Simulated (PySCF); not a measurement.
System: F2GeH3 (SMILES [F][GeH3-][F]) (charge −1).

```xyz
6

F    -1.1522    1.3478   -0.1258
Ge   -0.2489   -0.2174   -0.0365
F     1.2696    0.8371   -0.0248
H     0.1932   -0.8544    1.3565
H     0.2614   -0.9460   -1.3582
H    -1.7115   -0.9878   -0.0431
```

Geometry: B3LYP/6-31G*.

These are results of PySCF 2.14.0, density-fitted response routines, DFT single point, gas phase, functional wB97X, not measurements.

> Predict the electron density and electron localisation function between the atoms.

Ge–F (1.81 Å): the density is about 0.82 e/Å³ at the midpoint; the ELF peaks at about 0.80 in the valence shell of F, 0.5 Å from its nucleus, and is about 0.25 at the midpoint.

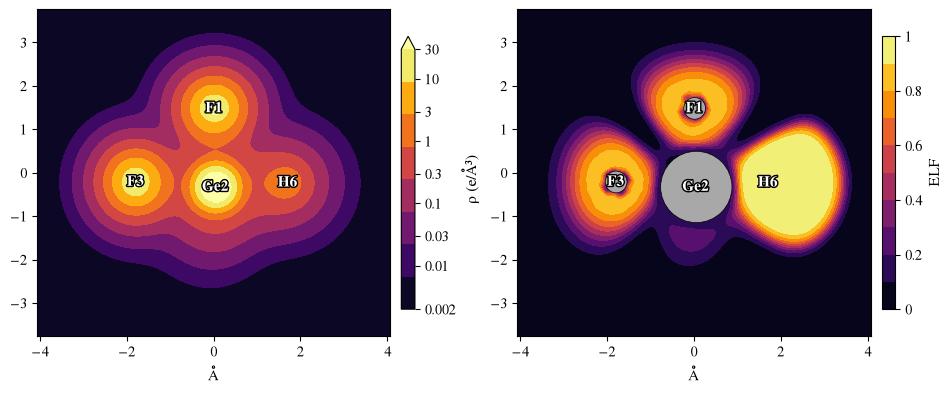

Computed electron density and electron localisation function on the plane of atoms F1, Ge2 and F3, in this order. Grey discs cover the atomic cores in the ELF map. 
